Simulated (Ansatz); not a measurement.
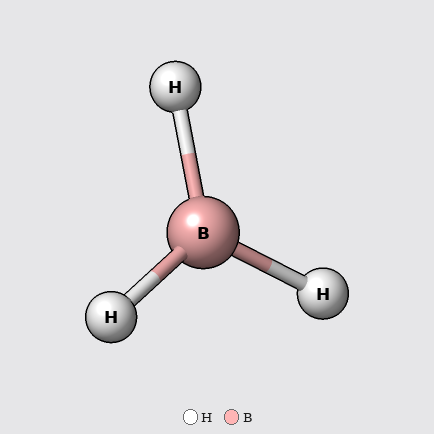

Sticks follow a distance rule. Harmonic vibrations computed with RKS PBE0-D4/def2-TZVP (Ansatz 0.2.0) at a stationary point of the same level.

Question: How many imaginary frequencies does it have?

Answer: A minimum: no imaginary frequency, and the lowest mode lies at 1147 cm⁻¹.

Question: How many vibrational modes are there, and where do they lie?

Answer: 6 modes: 1147, 1190, 1190, 2557, 2697, 2697 cm⁻¹.
